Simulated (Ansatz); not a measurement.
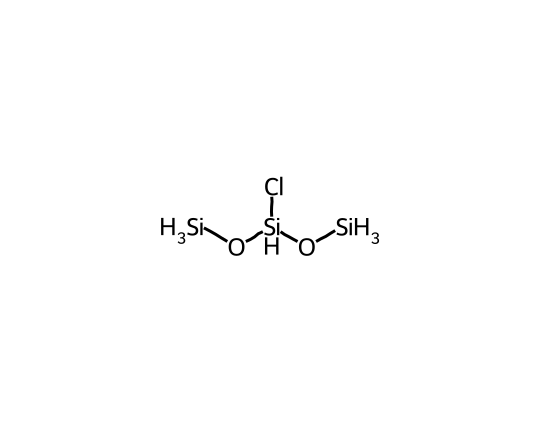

The geometry was computed by an optimisation with PBE0-D4/def2-TZVP. No frequency run is at hand to confirm it as a minimum. Program: Ansatz 0.2.0.

Tabulate HOMO energy (eV), HOMO–LUMO gap (eV), dipole (D) at these levels: B3LYP-D4/def2-TZVPP; PBE-D4/def2-TZVPP; r2SCAN-D4/def2-TZVPP; ωB97M-V/def2-TZVPP.

```
               level  HOMO energy (eV)  HOMO–LUMO gap (eV)  dipole (D)
 B3LYP-D4/def2-TZVPP             −8.79                8.44        0.92
   PBE-D4/def2-TZVPP             −7.57                6.56        0.90
r2SCAN-D4/def2-TZVPP             −7.95                7.33        0.92
  ωB97M-V/def2-TZVPP            −11.34               12.84        0.91
```
